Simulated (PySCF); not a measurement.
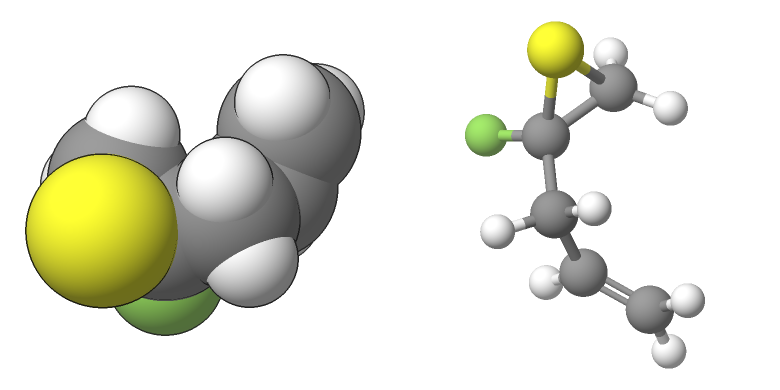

Both panels show the same species. Colours: carbon grey, fluorine green, sulfur yellow, hydrogen white.

The geometry was computed by an optimisation with GFN2-xTB. No frequency run is at hand to confirm it as a minimum.

Give the formula.

Answer. C₅H₇FS, 14 atoms: 5 carbon, 7 hydrogen, 1 fluorine and 1 sulfur.

Name functional groups in it.

Answer. Among them: alkene, thioether, C–F bond.

Does it have rings?

Answer. Independent rings (smallest set): 1 of 3 members.

More results for the same structure follow; atom numbers are the same in all pictures, views and colours differ.

## Symmetry

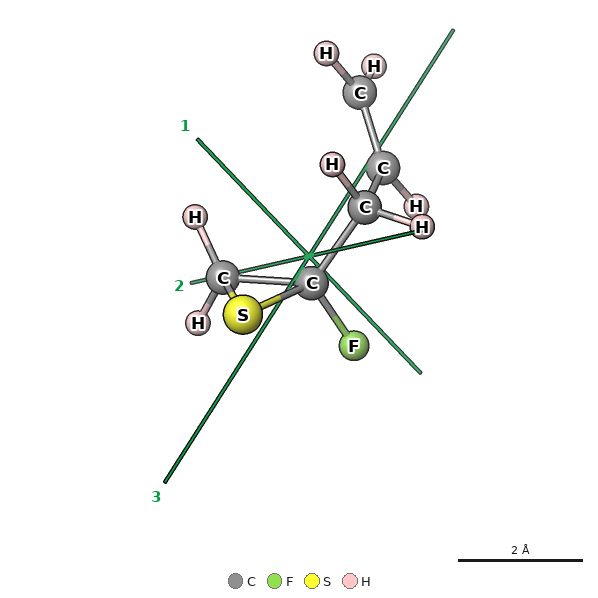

The three principal axes of inertia are drawn and numbered. Atoms fade into the background with distance from the viewer. No frequency run is at hand to confirm it as a minimum. Masses are those of the most abundant isotopes; constants are for the rigid equilibrium geometry.

Which line is the a axis (least moment of inertia), which b and which c?

Answer. a is line 3, b is line 1, c is line 2; the moments are 121, 369, 412 u Å².

Classify the rotor and give the rotational constants (cm⁻¹).

Answer. An asymmetric top (C1): A = 0.140, B = 0.0457, C = 0.0409 cm⁻¹. Ray's parameter κ is −0.90, close to the prolate limit.

## Ring current

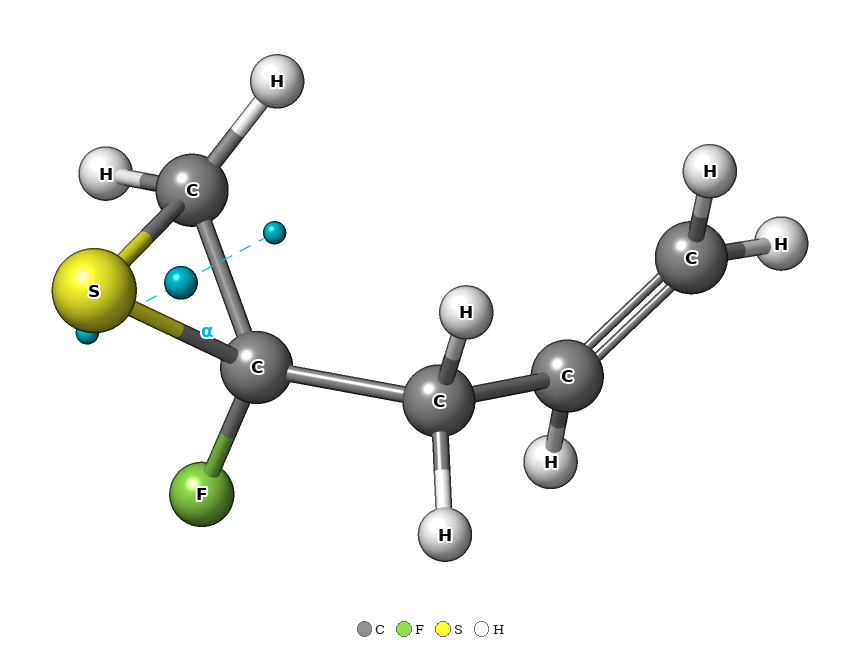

The small points mark where nucleus-independent chemical shifts (NICS) were computed: at the centre of each lettered ring and 1 Å above and below it. No frequency run is at hand to confirm it as a minimum. Method: GIAO PBE0/pcSseg-1 NMR shielding, non-relativistic, gas phase (PySCF 2.14.0).

Give NICS(0), NICS(1) and the out-of-plane component NICS(1)zz for each ring (means of the two sides).

| ring | members | NICS(0) | NICS(1) | NICS(1)zz |
| --- | --- | --- | --- | --- |
| α | C2S | −44.0 | −7.6 | −18.8 |

Values in ppm.

## NMR shielding

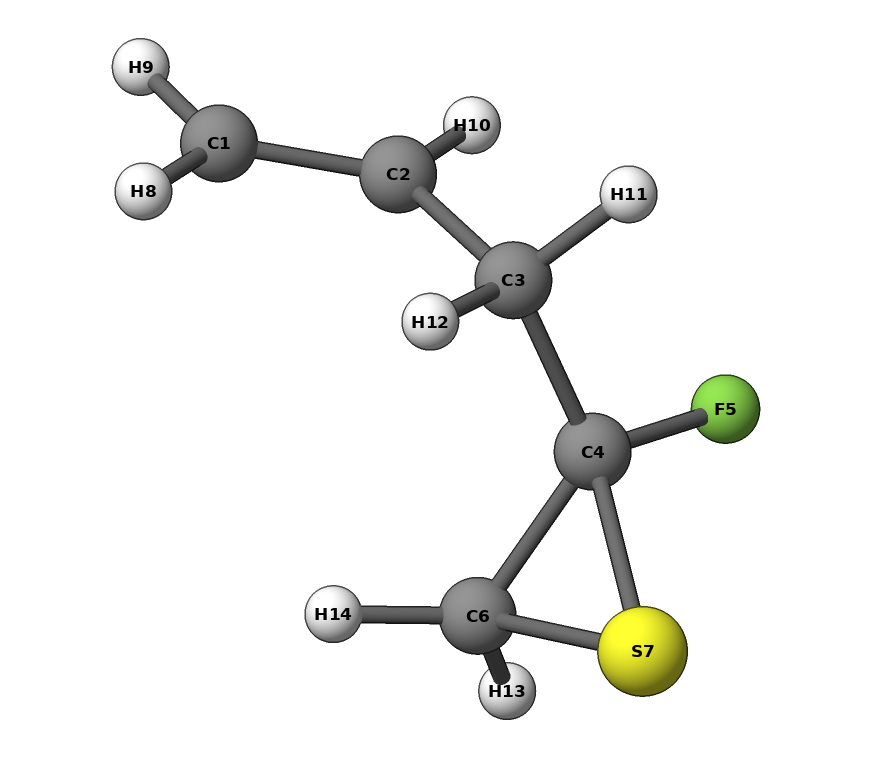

The questions are on isotropic NMR shieldings of the H atoms. No frequency run is at hand to confirm it as a minimum. Method: GIAO PBE0/pcSseg-1 NMR shielding, non-relativistic, gas phase (PySCF 2.14.0).

List the isotropic NMR shieldings of the H atoms.

```
atom  σ (ppm)
  H8    26.32
  H9    26.25
 H10    25.17
 H11    27.92
 H12    29.59
 H13    28.92
 H14    29.46
```

## Polarisability

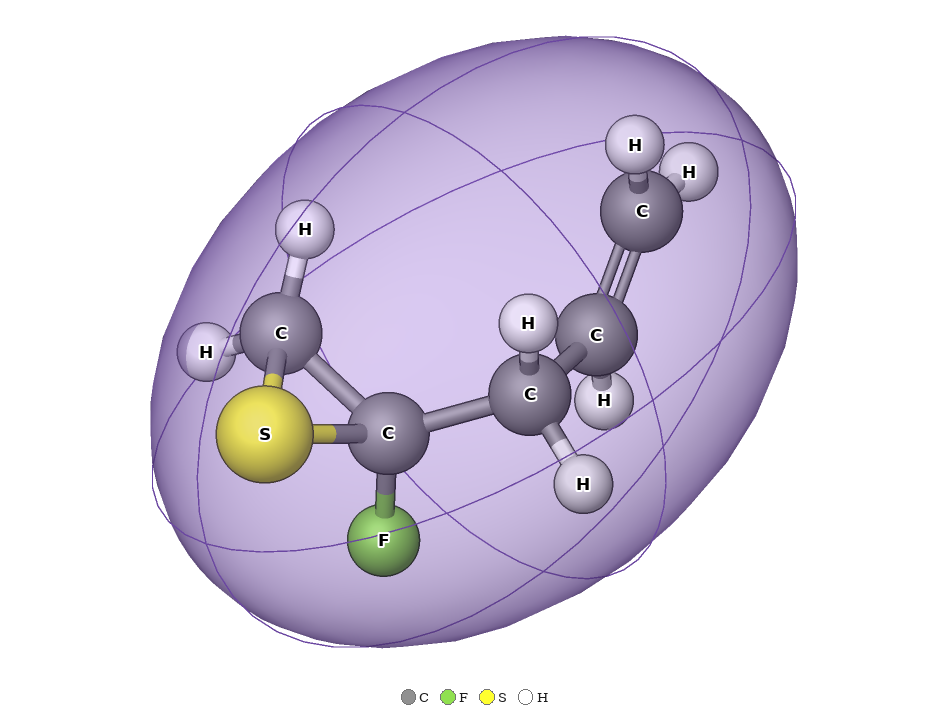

The ellipsoid shows the static dipole polarisability: its half-axes are proportional to the principal values. No frequency run is at hand to confirm it as a minimum. Method: PBE0/def2-SVPD (PySCF 2.14.0).

How large and how anisotropic is the polarisability?

Answer. Principal values 67.3, 71.1, 99.5 bohr³; mean 79.3 bohr³ (11.75 Å³); anisotropy 30.5 bohr³, so the longest axis is 1.48 times the shortest.

## Charges

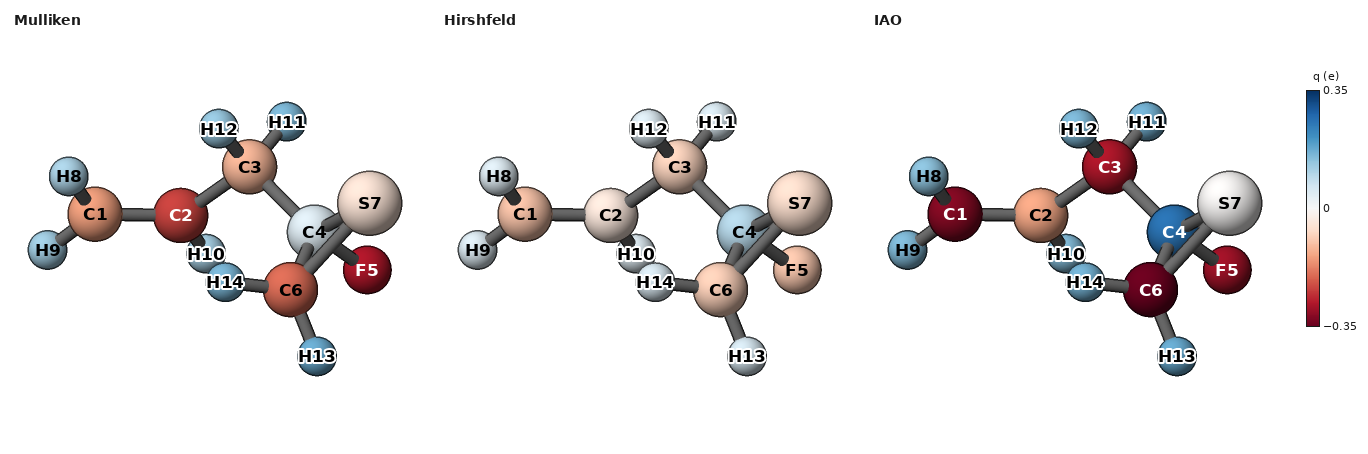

Atomic charges of one calculation by 3 schemes, on one colour scale. No frequency run is at hand to confirm it as a minimum. Level of theory: PBE0/pcSseg-1 (PySCF 2.14.0).

Which scheme gives the most polar picture (largest mean size of the charges)?

Answer. The IAO charges are the largest in size here, and the Hirshfeld charges the smallest.

On which atom do the schemes disagree most?

Answer. On C6 (from −0.34 to −0.08 e).

List the charges (e), one line for each set of equivalent atoms.

```tsv
atom	Mulliken	Hirshfeld	IAO
C1	−0.14	−0.10	−0.32
C2	−0.24	−0.04	−0.13
C3	−0.12	−0.08	−0.28
C4	0.05	0.10	0.26
F5	−0.28	−0.09	−0.29
C6	−0.20	−0.08	−0.34
S7	−0.05	−0.06	0.00
H8	0.11	0.05	0.14
H9	0.12	0.05	0.16
H10	0.12	0.05	0.15
H11	0.16	0.05	0.17
H12	0.13	0.05	0.16
H13	0.17	0.06	0.18
H14	0.16	0.05	0.17
```

Mulliken values depend strongly on the basis set and can even reverse the polarity of a bond.
